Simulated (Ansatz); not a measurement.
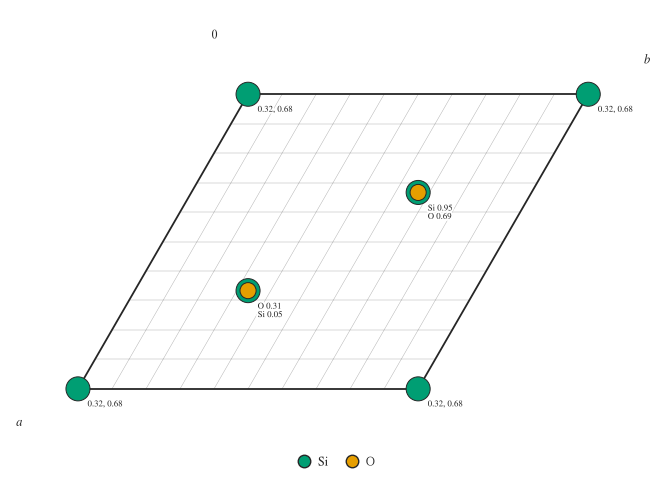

Plan of a unit cell projected along c (a down the page, b across); the numbers are heights as fractions of c, and atoms on the cell's edges are repeated. The grid marks tenths of a and b. Source: the end point of a relaxation with Ansatz, DFT, PAW plane waves, pbesol; the starting structure was generated, so it need not be a known form of this composition. Symmetry computed with spglib at a tolerance of 0.002 Å; standard conventional cell.

a = 3.808 Å, b = 3.808 Å, c = 6.812 Å, α = 90.00°, β = 90.00°, γ = 120.00°.

**What does the cell contain?**

4 Si, 2 O: Si2O, Z = 2.

**Give the fractional coordinates of all atoms, to two places.**

```json
{"atom": "Si", "x": "0.00", "y": "0.00", "z": "0.32"}
{"atom": "Si", "x": "0.00", "y": "0.00", "z": "0.68"}
{"atom": "Si", "x": "0.67", "y": "0.33", "z": "0.05"}
{"atom": "Si", "x": "0.33", "y": "0.67", "z": "0.95"}
{"atom": "O", "x": "0.67", "y": "0.33", "z": "0.31"}
{"atom": "O", "x": "0.33", "y": "0.67", "z": "0.69"}
```
